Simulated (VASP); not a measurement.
Band structure of Fe$_{4}$N (space group Pm-3m). These are PBEsol GGA with spin-orbit coupling, VASP's PBE PAW potentials (set 64) (plane waves; VASP) values and carry that method's errors.

The run has a spin-polarised start.

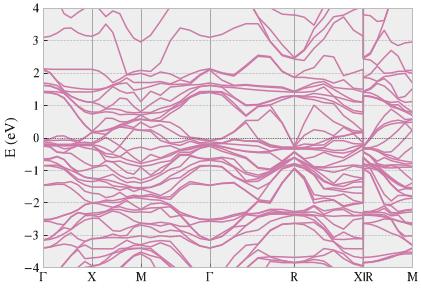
Bands along high-symmetry lines, zero at the valence-band maximum or, without a gap, the Fermi level

### Question
Read the plot: is there a gap, and where are the band edges?

### Answer
It has no gap at this level: it comes out as a metal or semimetal.

The structure comes from a computed database's Fe4N entry (Pm-3m); how it stands against other phases isn't given here. It was relaxed first.
